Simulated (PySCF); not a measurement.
## Saddle-point search, with input and output: C$_{2}$H$_{3}$In (part 4 of 4)

The same run, continued: C$_{2}$H$_{3}$In; HCTH407/def2-SVP, RKS, dispersion D3(0), core potentials def2-svp (PySCF 2.14.0). 

Geometry of the input (Å):
```
C  -0.1866  -1.9280  0.0151
C  -0.0704  -0.7234  0.0059
In 0.1319  1.3639  -0.0106
H  0.9430  -1.4316  -0.3251
H  0.6735  2.0815  -1.4688
H  -0.2594  2.1955  1.4350
```

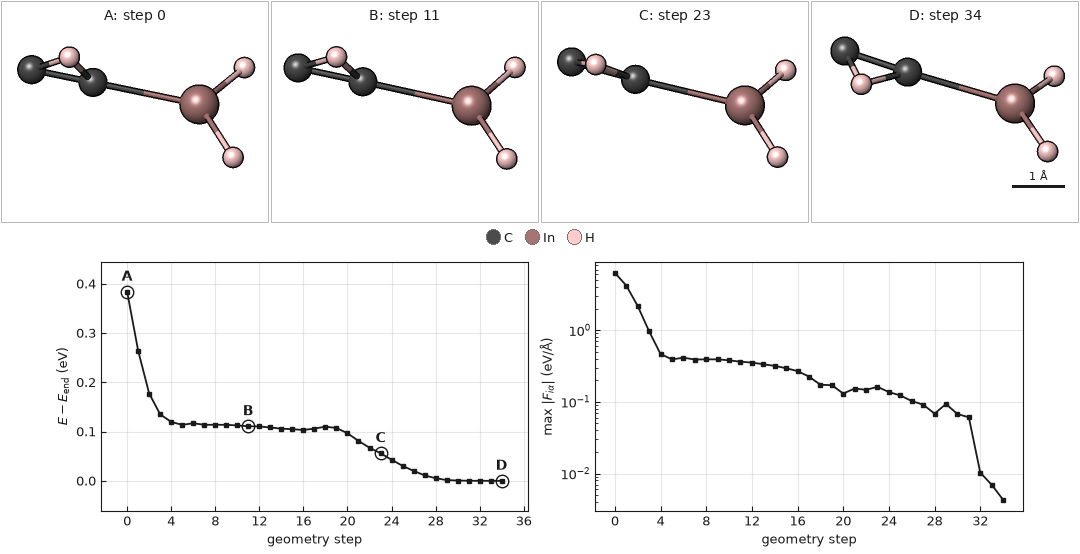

Figure 1. Frames of the saddle-point search (ball-and-stick view, seen at a tilt) above the curves, on which the letters mark them (steps are counted from 0).

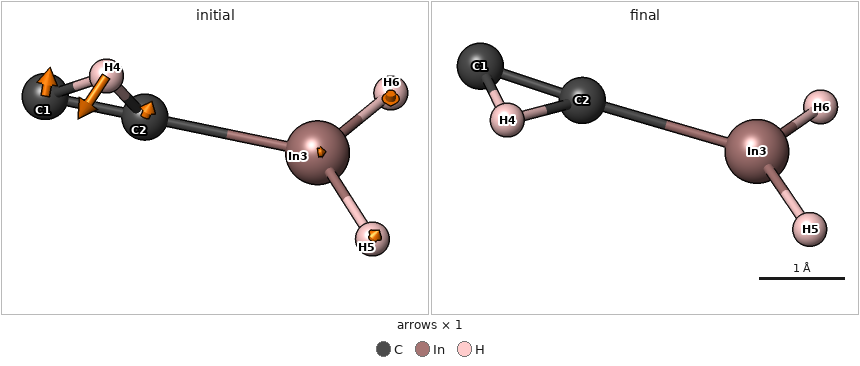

Figure 2. Before (left) and after (right) the saddle-point search, at one scale (ball-and-stick view, seen at a tilt). The orange arrows give the displacements, at true length. The atom that moves furthest after the best rigid fit is H4 (0.63 Å). Largest moves by element: H 0.63 Å, C 0.37 Å, In 0.11 Å. Distances before and after: C2–H4 1.280 → 1.359 Å, C2–In3 2.097 → 2.168 Å, C1–H4 1.280 → 1.212 Å, C1–C2 1.210 → 1.278 Å. Among the angles that change: In3–C2–H4 118.2° → 130.3°, C1–C2–H4 61.8° → 54.6°, C1–C2–In3 180.0° → 175.1°. The energy falls by 0.384 eV in 34 geometry steps. The largest force component goes from 6.3 to 0.0043 eV/Å. (Atoms are counted from 1 in the order of the input.)

```
Step   34 : Displace = 5.905e-04/8.910e-04 (rms/max) Trust = 1.654e-03 (-) Grad = 4.052e-05/8.476e-05 (rms/max) E (change) = -268.4761095952 (-2.296e-07) Quality = 0.123
Hessian Eigenvalues:  -2.680e-02 -9.758e-04 -1.613e-04 -4.748e-05  3.609e-05  9.344e-04  1.922e-03
 2.369e-03  1.075e-02  2.914e-02  3.883e-02  4.470e-02    .....    1.397e-01  1.760e-01  7.090e-01
Converged! =D

converged: True
C          -0.04138962       -1.92099393        0.28886529
C           0.04038078       -0.66159198        0.08757775
In          0.10528976        1.49841261       -0.08608426
H           0.43605795       -1.62575318       -0.78480896
H           0.76516636        2.10052254       -1.56547247
H          -0.51534951        2.34011363        1.28771027
converged SCF energy = -268.47610959528
E = -268.4761095953 Eh
```

**Trajectory as extended XYZ (Å, eV, eV/Å), 34 of the 35 frames kept, from step=0 to step=34**
```
6
Properties=species:S:1:pos:R:3:forces:R:3 step=0 energy=-7305.22344
C    -0.1866   -1.9280    0.0151   -0.3082  -6.3129   0.0262
C    -0.0704   -0.7234    0.0059    1.0685   5.3553  -0.1376
In    0.1319    1.3639   -0.0106   -0.0891   0.9229   0.0459
H     0.9430   -1.4316   -0.3251   -0.7226  -0.1071   0.0724
H     0.6735    2.0815   -1.4688    0.1426   0.0508  -0.1953
H    -0.2594    2.1955    1.4350   -0.0907   0.0909   0.1885
6
Properties=species:S:1:pos:R:3:forces:R:3 step=1 energy=-7305.34305
C    -0.1850   -1.9456    0.0153   -0.1700  -4.1929   0.0386
C    -0.0690   -0.7203    0.0047    0.8590   3.2726  -0.1256
In    0.1335    1.3736   -0.0145   -0.0871   0.8518   0.0516
H     0.9398   -1.4385   -0.3250   -0.6499  -0.0554   0.0484
H     0.6753    2.0924   -1.4731    0.1380   0.0428  -0.1862
H    -0.2591    2.2033    1.4336   -0.0895   0.0814   0.1734
6
Properties=species:S:1:pos:R:3:forces:R:3 step=2 energy=-7305.42991
C    -0.1837   -1.9688    0.0173   -0.0676  -2.1729   0.0583
C    -0.0654   -0.7213    0.0015    0.6572   1.3529  -0.1148
In    0.1364    1.3841   -0.0243   -0.0870   0.7352   0.0671
H     0.9351   -1.4517   -0.3255   -0.5445  -0.0012   0.0157
H     0.6783    2.1084   -1.4826    0.1271   0.0246  -0.1675
H    -0.2590    2.2103    1.4290   -0.0848   0.0623   0.1416
6
Properties=species:S:1:pos:R:3:forces:R:3 step=3 energy=-7305.47225
C    -0.1846   -1.9775    0.0211   -0.0304  -0.9624   0.0728
C    -0.0585   -0.7160   -0.0053    0.5162   0.3266  -0.1002
In    0.1398    1.4072   -0.0415   -0.0893   0.5458   0.0925
H     0.9300   -1.4602   -0.3278   -0.4316   0.0364  -0.0169
H     0.6825    2.1318   -1.5014    0.1127   0.0099  -0.1468
H    -0.2605    2.2234    1.4208   -0.0773   0.0443   0.0993
6
Properties=species:S:1:pos:R:3:forces:R:3 step=4 energy=-7305.48755
C    -0.1849   -1.9965    0.0241   -0.0299  -0.3694   0.0794
C    -0.0514   -0.7279   -0.0106    0.4198  -0.1563  -0.0797
In    0.1436    1.4055   -0.0537   -0.0875   0.4651   0.1067
H     0.9264   -1.4777   -0.3306   -0.3310   0.0514  -0.0467
H     0.6865    2.1365   -1.5140    0.0978  -0.0120  -0.1187
H    -0.2604    2.2202    1.4132   -0.0688   0.0212   0.0599
6
Properties=species:S:1:pos:R:3:forces:R:3 step=5 energy=-7305.49358
C    -0.1868   -1.9979    0.0283   -0.0401  -0.2440   0.0846
C    -0.0455   -0.7286   -0.0174    0.3857  -0.1968  -0.0790
In    0.1478    1.4121   -0.0716   -0.0917   0.3913   0.1336
H     0.9245   -1.4848   -0.3332   -0.2818   0.0545  -0.0606
H     0.6904    2.1473   -1.5304    0.0918  -0.0211  -0.1136
H    -0.2598    2.2197    1.4011   -0.0637   0.0153   0.0361
6
Properties=species:S:1:pos:R:3:forces:R:3 step=6 energy=-7305.49023
C    -0.1881   -2.0022    0.0346   -0.0494  -0.2911   0.0922
C    -0.0431   -0.7345   -0.0240    0.4012  -0.1549  -0.1075
In    0.1551    1.4041   -0.0970   -0.1083   0.4134   0.1858
H     0.9242   -1.4953   -0.3332   -0.2787   0.0516  -0.0615
H     0.6948    2.1593   -1.5453    0.0953  -0.0365  -0.1307
H    -0.2543    2.2054    1.3811   -0.0600   0.0169   0.0231
6
Properties=species:S:1:pos:R:3:forces:R:3 step=7 energy=-7305.49341
C    -0.1873   -2.0010    0.0312   -0.0455  -0.2279   0.0879
C    -0.0427   -0.7321   -0.0213    0.3836  -0.2006  -0.0880
In    0.1531    1.4090   -0.0844   -0.1006   0.3895   0.1583
H     0.9245   -1.4914   -0.3338   -0.2696   0.0540  -0.0642
H     0.6942    2.1525   -1.5393    0.0925  -0.0292  -0.1182
H    -0.2561    2.2136    1.3910   -0.0602   0.0135   0.0255
6
Properties=species:S:1:pos:R:3:forces:R:3 step=8 energy=-7305.49336
C    -0.1870   -1.9993    0.0297   -0.0417  -0.2319   0.0860
C    -0.0446   -0.7301   -0.0191    0.3850  -0.2049  -0.0836
In    0.1497    1.4107   -0.0775   -0.0956   0.3919   0.1456
H     0.9243   -1.4876   -0.3333   -0.2772   0.0544  -0.0620
H     0.6917    2.1501   -1.5342    0.0921  -0.0250  -0.1163
H    -0.2584    2.2168    1.3965   -0.0624   0.0147   0.0315
6
Properties=species:S:1:pos:R:3:forces:R:3 step=9 energy=-7305.49346
C    -0.1869   -1.9986    0.0290   -0.0407  -0.2363   0.0852
C    -0.0451   -0.7293   -0.0182    0.3854  -0.2029  -0.0813
In    0.1487    1.4114   -0.0744   -0.0936   0.3918   0.1395
H     0.9244   -1.4861   -0.3332   -0.2798   0.0545  -0.0612
H     0.6910    2.1487   -1.5322    0.0920  -0.0230  -0.1150
H    -0.2591    2.2183    1.3989   -0.0631   0.0151   0.0340
6
Properties=species:S:1:pos:R:3:forces:R:3 step=10 energy=-7305.49474
C    -0.1870   -1.9995    0.0282   -0.0401  -0.1993   0.0845
C    -0.0451   -0.7297   -0.0186    0.3750  -0.2273  -0.0753
In    0.1469    1.4124   -0.0737   -0.0898   0.3801   0.1353
H     0.9239   -1.4864   -0.3340   -0.2713   0.0554  -0.0638
H     0.6901    2.1470   -1.5330    0.0896  -0.0224  -0.1106
H    -0.2608    2.2200    1.3994   -0.0631   0.0126   0.0310
6
Properties=species:S:1:pos:R:3:forces:R:3 step=11 energy=-7305.49639
C    -0.1877   -2.0008    0.0272   -0.0398  -0.1635   0.0839
C    -0.0469   -0.7304   -0.0197    0.3608  -0.2442  -0.0680
In    0.1402    1.4138   -0.0737   -0.0801   0.3629   0.1303
H     0.9221   -1.4860   -0.3352   -0.2604   0.0560  -0.0670
H     0.6855    2.1449   -1.5346    0.0846  -0.0217  -0.1047
H    -0.2664    2.2224    1.3995   -0.0650   0.0094   0.0267
6
Properties=species:S:1:pos:R:3:forces:R:3 step=12 energy=-7305.49678
C    -0.1889   -2.0043    0.0247   -0.0394  -0.1362   0.0838
C    -0.0547   -0.7328   -0.0218    0.3488  -0.2574  -0.0628
In    0.1234    1.4134   -0.0757   -0.0629   0.3538   0.1292
H     0.9183   -1.4848   -0.3361   -0.2529   0.0559  -0.0694
H     0.6731    2.1419   -1.5370    0.0767  -0.0217  -0.1007
H    -0.2791    2.2244    1.3977   -0.0701   0.0045   0.0212
6
Properties=species:S:1:pos:R:3:forces:R:3 step=13 energy=-7305.49889
C    -0.1889   -1.9996    0.0232   -0.0423  -0.1071   0.0839
C    -0.0537   -0.7279   -0.0235    0.3347  -0.2564  -0.0533
In    0.1226    1.4216   -0.0760   -0.0589   0.3203   0.1220
H     0.9179   -1.4819   -0.3376   -0.2379   0.0581  -0.0740
H     0.6733    2.1430   -1.5410    0.0735  -0.0184  -0.0932
H    -0.2803    2.2328    1.3974   -0.0690   0.0020   0.0158
6
Properties=species:S:1:pos:R:3:forces:R:3 step=14 energy=-7305.50123
C    -0.1891   -1.9864    0.0205   -0.0491  -0.0982   0.0854
C    -0.0536   -0.7147   -0.0278    0.3175  -0.2196  -0.0421
In    0.1190    1.4399   -0.0802   -0.0497   0.2672   0.1130
H     0.9170   -1.4730   -0.3397   -0.2172   0.0616  -0.0803
H     0.6723    2.1503   -1.5505    0.0675  -0.0135  -0.0828
H    -0.2833    2.2506    1.3938   -0.0690   0.0002   0.0082
6
Properties=species:S:1:pos:R:3:forces:R:3 step=15 energy=-7305.50242
C    -0.1859   -1.9824    0.0175   -0.0622  -0.0624   0.0901
C    -0.0529   -0.7103   -0.0302    0.2949  -0.2227  -0.0282
In    0.1181    1.4486   -0.0800   -0.0417   0.2283   0.0972
H     0.9168   -1.4794   -0.3425   -0.1852   0.0702  -0.0912
H     0.6738    2.1493   -1.5554    0.0619  -0.0117  -0.0674
H    -0.2841    2.2609    1.3936   -0.0676  -0.0045   0.0008
6
Properties=species:S:1:pos:R:3:forces:R:3 step=16 energy=-7305.50389
C    -0.1858   -1.9487    0.0150   -0.0796  -0.1008   0.0966
C    -0.0523   -0.6780   -0.0413    0.2685  -0.1179  -0.0152
In    0.1128    1.4889   -0.0957   -0.0232   0.1434   0.0799
H     0.9148   -1.4664   -0.3478   -0.1481   0.0788  -0.1039
H     0.6728    2.1740   -1.5780    0.0517  -0.0066  -0.0499
H    -0.2891    2.2976    1.3796   -0.0693  -0.0006  -0.0062
6
Properties=species:S:1:pos:R:3:forces:R:3 step=18 energy=-7305.49717
C    -0.1786   -1.9045    0.0070   -0.0962  -0.0439   0.1044
C    -0.0524   -0.6355   -0.0653    0.1734  -0.0800   0.0272
In    0.1067    1.5406   -0.1179    0.0003   0.0564   0.0408
H     0.9179   -1.4967   -0.3498   -0.0489   0.0646  -0.1399
H     0.6676    2.2114   -1.6092    0.0397  -0.0036  -0.0174
H    -0.2908    2.3426    1.3621   -0.0684   0.0023  -0.0143
6
Properties=species:S:1:pos:R:3:forces:R:3 step=19 energy=-7305.49996
C    -0.1707   -1.8892    0.0147   -0.0786   0.0534   0.1044
C    -0.0463   -0.6214   -0.0673    0.0654  -0.0636   0.0679
In    0.1057    1.5586   -0.1182    0.0012   0.0132   0.0141
H     0.9145   -1.5384   -0.3690    0.0362  -0.0025  -0.1707
H     0.6675    2.2229   -1.6136    0.0392  -0.0038   0.0027
H    -0.3021    2.3611    1.3588   -0.0636  -0.0010  -0.0179
6
Properties=species:S:1:pos:R:3:forces:R:3 step=20 energy=-7305.51052
C    -0.1709   -1.8790    0.0376    0.0470   0.0328   0.0608
C    -0.0294   -0.6152   -0.0630    0.0445   0.0183   0.0848
In    0.1109    1.5669   -0.1150    0.0023  -0.0184  -0.0147
H     0.9060   -1.5651   -0.4018   -0.0773  -0.0296  -0.1307
H     0.6732    2.2286   -1.6127    0.0407  -0.0036   0.0203
H    -0.3214    2.3673    1.3559   -0.0573  -0.0038  -0.0198
6
Properties=species:S:1:pos:R:3:forces:R:3 step=21 energy=-7305.52613
C    -0.1663   -1.8964    0.0738   -0.0218   0.0254   0.0875
C    -0.0061   -0.6343   -0.0433    0.0605  -0.0211   0.0919
In    0.1222    1.5487   -0.1012   -0.0003  -0.0363  -0.0376
H     0.8800   -1.5637   -0.4458   -0.0318   0.0435  -0.1535
H     0.6891    2.2080   -1.5993    0.0419  -0.0050   0.0350
H    -0.3468    2.3480    1.3589   -0.0487  -0.0102  -0.0233
6
Properties=species:S:1:pos:R:3:forces:R:3 step=22 energy=-7305.53996
C    -0.1516   -1.8868    0.1111    0.0190  -0.1472   0.0763
C    -0.0040   -0.6275   -0.0278    0.1246   0.0652   0.0233
In    0.1253    1.5422   -0.1115   -0.0200   0.0396   0.0264
H     0.8552   -1.5562   -0.4909   -0.1254   0.0344  -0.1011
H     0.7068    2.2161   -1.5914    0.0569  -0.0064  -0.0146
H    -0.3630    2.3345    1.3445   -0.0552   0.0118  -0.0096
6
Properties=species:S:1:pos:R:3:forces:R:3 step=23 energy=-7305.55115
C    -0.1281   -1.8850    0.1265    0.0130   0.0556   0.0700
C     0.0044   -0.6236   -0.0213    0.0083  -0.0172   0.1158
In    0.1227    1.5506   -0.0992   -0.0046  -0.0107  -0.0281
H     0.8329   -1.5884   -0.5322   -0.0125  -0.0273  -0.1621
H     0.7190    2.2003   -1.5881    0.0421  -0.0010   0.0273
H    -0.3834    2.3528    1.3456   -0.0457  -0.0024  -0.0218
6
Properties=species:S:1:pos:R:3:forces:R:3 step=24 energy=-7305.56430
C    -0.1112   -1.8829    0.1600    0.0768  -0.0069   0.0139
C     0.0171   -0.6231   -0.0056    0.0695   0.0011   0.0656
In    0.1284    1.5477   -0.0980   -0.0102  -0.0026  -0.0224
H     0.8044   -1.5759   -0.5764   -0.1369   0.0075  -0.0600
H     0.7370    2.1951   -1.5817    0.0421  -0.0016   0.0193
H    -0.4025    2.3525    1.3357   -0.0417  -0.0003  -0.0166
6
Properties=species:S:1:pos:R:3:forces:R:3 step=25 energy=-7305.57664
C    -0.0867   -1.8910    0.1791    0.0031   0.0214   0.0661
C     0.0249   -0.6290    0.0129    0.0491  -0.0300   0.0667
In    0.1308    1.5388   -0.0918   -0.0154   0.0049  -0.0084
H     0.7640   -1.5747   -0.6200   -0.0398   0.0033  -0.1230
H     0.7537    2.1817   -1.5706    0.0387  -0.0029   0.0125
H    -0.4197    2.3478    1.3317   -0.0369   0.0011  -0.0144
6
Properties=species:S:1:pos:R:3:forces:R:3 step=26 energy=-7305.58698
C    -0.0665   -1.8831    0.2035    0.0532  -0.0295   0.0018
C     0.0349   -0.6232    0.0194    0.0594   0.0230   0.0466
In    0.1326    1.5428   -0.0913   -0.0102   0.0011  -0.0171
H     0.7225   -1.5766   -0.6660   -0.1026   0.0020  -0.0319
H     0.7700    2.1801   -1.5663    0.0312   0.0003   0.0129
H    -0.4381    2.3531    1.3229   -0.0309   0.0011  -0.0117
6
Properties=species:S:1:pos:R:3:forces:R:3 step=27 energy=-7305.59598
C    -0.0320   -1.8915    0.2236   -0.0007   0.0494   0.0481
C     0.0519   -0.6283    0.0453    0.0349  -0.0504   0.0471
In    0.1356    1.5357   -0.0847   -0.0115   0.0047  -0.0023
H     0.6793   -1.5760   -0.7005   -0.0228  -0.0051  -0.0915
H     0.7848    2.1634   -1.5584    0.0231  -0.0016   0.0094
H    -0.4560    2.3549    1.3156   -0.0234   0.0009  -0.0108
6
Properties=species:S:1:pos:R:3:forces:R:3 step=28 energy=-7305.60188
C    -0.0085   -1.8850    0.2470    0.0364  -0.0257  -0.0243
C     0.0683   -0.6252    0.0490    0.0384   0.0220   0.0276
In    0.1402    1.5384   -0.0829   -0.0080  -0.0009  -0.0184
H     0.6338   -1.5812   -0.7371   -0.0685   0.0012   0.0117
H     0.7988    2.1655   -1.5527    0.0163   0.0020   0.0093
H    -0.4733    2.3558    1.3087   -0.0146  -0.0007  -0.0055
6
Properties=species:S:1:pos:R:3:forces:R:3 step=29 energy=-7305.60553
C     0.0197   -1.8982    0.2508   -0.0173   0.0833   0.0510
C     0.0855   -0.6327    0.0761    0.0147  -0.0935   0.0071
In    0.1398    1.5280   -0.0813   -0.0040   0.0129   0.0189
H     0.5808   -1.5746   -0.7686    0.0108  -0.0046  -0.0706
H     0.8050    2.1461   -1.5512    0.0064  -0.0026  -0.0018
H    -0.4863    2.3560    1.2984   -0.0107   0.0026  -0.0047
6
Properties=species:S:1:pos:R:3:forces:R:3 step=30 energy=-7305.60652
C     0.0551   -1.8911    0.2911    0.0183  -0.0672  -0.0504
C     0.1124   -0.6342    0.0727    0.0052   0.0677   0.0234
In    0.1457    1.5288   -0.0767   -0.0053  -0.0077  -0.0324
H     0.5445   -1.6017   -0.7818   -0.0263   0.0039   0.0492
H     0.8103    2.1536   -1.5452    0.0025   0.0043   0.0072
H    -0.5085    2.3463    1.2960    0.0040  -0.0031   0.0022
6
Properties=species:S:1:pos:R:3:forces:R:3 step=31 energy=-7305.60693
C     0.0571   -1.9058    0.2726   -0.0134   0.0530   0.0194
C     0.1108   -0.6418    0.0865   -0.0001  -0.0609  -0.0063
In    0.1379    1.5191   -0.0797    0.0010   0.0078   0.0145
H     0.5252   -1.5877   -0.7968    0.0149  -0.0017  -0.0236
H     0.8077    2.1400   -1.5464   -0.0031  -0.0023  -0.0044
H    -0.5143    2.3437    1.2899   -0.0009   0.0021  -0.0001
6
Properties=species:S:1:pos:R:3:forces:R:3 step=32 energy=-7305.60710
C     0.0205   -1.9043    0.2821    0.0002   0.0103  -0.0064
C     0.0851   -0.6433    0.0837   -0.0031  -0.0074   0.0049
In    0.1217    1.5180   -0.0836    0.0007  -0.0013  -0.0016
H     0.4920   -1.6024   -0.7917    0.0013  -0.0026   0.0020
H     0.7824    2.1323   -1.5578   -0.0014  -0.0001   0.0000
H    -0.5186    2.3483    1.2881    0.0010  -0.0010   0.0004
6
Properties=species:S:1:pos:R:3:forces:R:3 step=33 energy=-7305.60711
C    -0.0150   -1.9125    0.2789   -0.0017   0.0056   0.0027
C     0.0607   -0.6518    0.0825   -0.0009  -0.0070   0.0022
In    0.1145    1.5091   -0.0841   -0.0009   0.0006  -0.0004
H     0.4647   -1.6112   -0.7917    0.0017  -0.0005  -0.0055
H     0.7739    2.1192   -1.5604    0.0000  -0.0003   0.0003
H    -0.5141    2.3432    1.2907    0.0006  -0.0004   0.0002
6
Properties=species:S:1:pos:R:3:forces:R:3 step=34 energy=-7305.60712
C    -0.0414   -1.9210    0.2889   -0.0006  -0.0043  -0.0002
C     0.0404   -0.6616    0.0876   -0.0001   0.0017  -0.0012
In    0.1053    1.4984   -0.0861    0.0005   0.0010   0.0004
H     0.4361   -1.6258   -0.7848   -0.0006   0.0002   0.0007
H     0.7652    2.1005   -1.5655   -0.0005  -0.0002  -0.0004
H    -0.5153    2.3401    1.2877    0.0001  -0.0002   0.0002
```

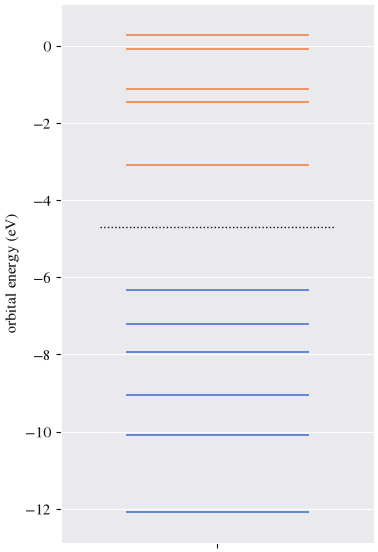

Figure 3. Orbital energies near the frontier; the dotted line parts filled from empty levels, and levels within 0.02 eV of each other stand side by side. Highest filled −6.32 eV, lowest empty −3.09 eV, 3.23 eV apart.

**Key numbers**

```csv
quantity,value
outcome,converged
total energy,−268.476110 hartree
dispersion energy,−0.002333 hartree
basis functions,69
HOMO,−6.32 eV
LUMO,−3.09 eV
dipole moment,3.87 D
hardware,"1 thread of Arm Neoverse V1, 24 GiB of memory available, shared host"
wall time,4 min
peak memory,0.98 GiB
```
